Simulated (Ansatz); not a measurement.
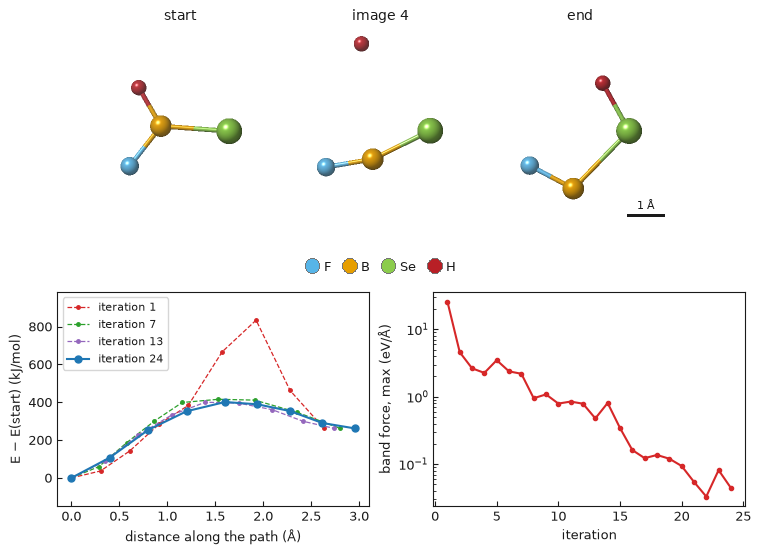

A search for the minimum-energy path of BHSeF (charge −1) by the nudged elastic band. Images are numbered from 0 (start) to 8 (end). The plot follows the band through its iterations. A ball-and-stick model, seen at a tilt.

Level of theory: RKS B3LYP-D4/def2-SVPD in Ansatz 0.2.0. Set-up: 7 movable images; climbing image; force threshold 0.05 eV/Å; iteration limit 60; starting path through a guess of the saddle point.

> Judge this run.

The result isn't final. The band hadn't converged when the run stopped after 24 iterations. The largest component of the band force went from 26 to 0.044 eV/Å. The barrier read from it is provisional, though the highest image hardly moved in the last two iterations. The first iteration put the highest image at 834.1 kJ/mol. Forward barrier 401.3 kJ/mol, backward barrier 139.5 kJ/mol, with image 4 at the top; the reaction energy is +261.8 kJ/mol.

The run took 3.8 min on 2 threads of Intel(R) Xeon(R) Platinum 8375C CPU @ 2.90GHz (Ice Lake), on a shared host, peak memory 0.2 GiB.
